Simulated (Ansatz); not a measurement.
Te (trigonal-Te type, space group P3_121)

Space group P3₁21 (No. 152); a = 4.6235 Å, b = 4.6235 Å, c = 5.9044 Å, α = 90.00°, β = 90.00°, γ = 120.00°

```csv
atom,site,symmetry,x,y,z
Te,3a,.2.,0.7466,0.7466,0.0000
```

This relaxed cell (volume V₀) is scaled evenly in all directions, its shape held. The atoms relax within the cell's symmetry.

These are r2SCAN (plane waves to 500 eV, PAW, scalar-relativistic; Ansatz, a first-principles code) values and carry that method's errors. k mesh 8×8×6 (Γ-centred), Fermi-Dirac smearing 0.05 eV. E stands for the smeared free energy. With the shape held, the modulus is that of even scaling; a crystal free to change shape is softer. Spin-orbit coupling is left out, though Te is heavy. Te was relaxed with its symmetry unable to fall. The PAW data are Ansatz's earlier set. The zero of ΔE is the relaxed starting cell.

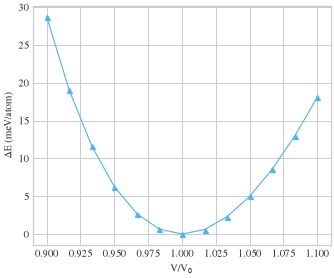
ΔE (meV/atom) against V/V₀; computed points joined by lines.

Question: What is ΔE at V/V₀ = 0.900?

Answer: About 29 meV/atom.

Question: What is ΔE at V/V₀ = 1.100?

Answer: About 18 meV/atom.

Question: What bulk modulus at fixed cell shape B₀ follows from a third-order Birch-Murnaghan fit?

Answer: About 20 GPa.

(A scan under strain: stresses follow from slopes of the energy per volume, elastic moduli from its curvatures.)
